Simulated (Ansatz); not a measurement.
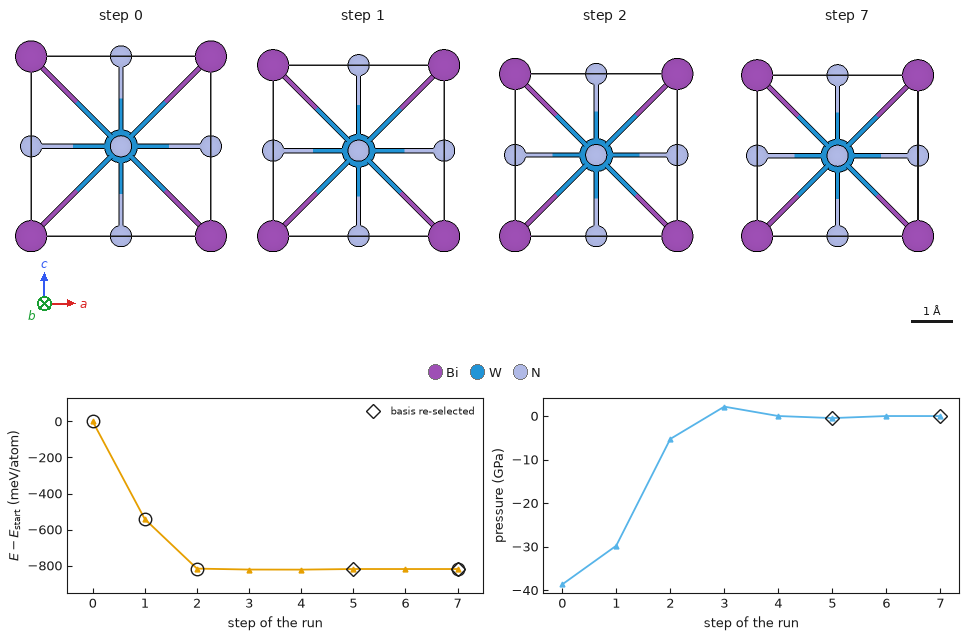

Frames of a relaxation of a crystal of BiWN3 (built on the KZnF3-221 type type), marked on the history of the run. A ball-and-stick model of the cell of the calculation, seen along the b axis.

Method: Ansatz 0.2.0, DFT, PBEsol, plane waves, PAW. (plane-wave cutoff 420 eV; k-point mesh 6 × 6 × 6; occupations fermi dirac; smearing width 0.03 eV; no spin polarisation; cell and atoms relaxed; force threshold 0.01 eV/Å; at most 120 steps)

What happens along the run?

After 5 accepted moves (7 points after the start) the energy has fallen by 819 meV per atom. All forces vanish by symmetry, so only the cell relaxes. The pressure goes from −38.67 to 0.00 GPa. At 2 points the geometry stayed and the basis and grid were re-selected for the new cell (energy shift of 3.4 meV per atom at most each time). The atoms keep their places relative to the cell (all moves are under 0.005 Å). The volume changes by −28.3 %, with a = b = c 4.443 → 3.978 Å (−10.5 %). Near-neighbour distances that change, for instance: Bi–W 3.848 → 3.445 Å, N–W 2.222 → 1.989 Å. The space group stays Pm-3m (No. 221). Cost: 35 s on 2 threads of Intel(R) Xeon(R) Processor @ 2.50GHz (Skylake/Cascade Lake), with other jobs on the host, peak memory 0.42 GiB. From step 0 to 1: volume −13.9 %, energy −542 meV per atom. From step 1 to 2: volume −14.6 %, energy −275 meV per atom. From step 2 to 7: volume −2.4 %, energy −2.3 meV per atom.
